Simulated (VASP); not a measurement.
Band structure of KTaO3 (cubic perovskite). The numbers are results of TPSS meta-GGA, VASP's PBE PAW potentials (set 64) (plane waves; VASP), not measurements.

Unless said otherwise, spin-orbit coupling is left out, though it shifts the bands of the heavy elements here.

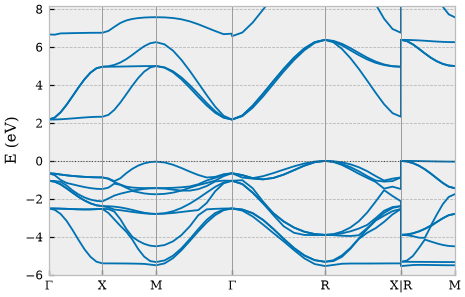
Fig. 1. Bands along high-symmetry lines, zero at the valence-band maximum or, without a gap, the Fermi level

Problem. Read the plot: is there a gap, and where are the band edges?

Solution. The gap is indirect, 2.18 eV, from the valence maximum at R to the conduction minimum at Γ.

Measured: gap 3.64 eV (computed value off by -1.46 eV), as given by Burak Himmetoglu et al., Journal of Physics Condensed Matter (2016), arXiv:1601.06205.

The compound is KTaO3 in the cubic perovskite structure. It was relaxed first.
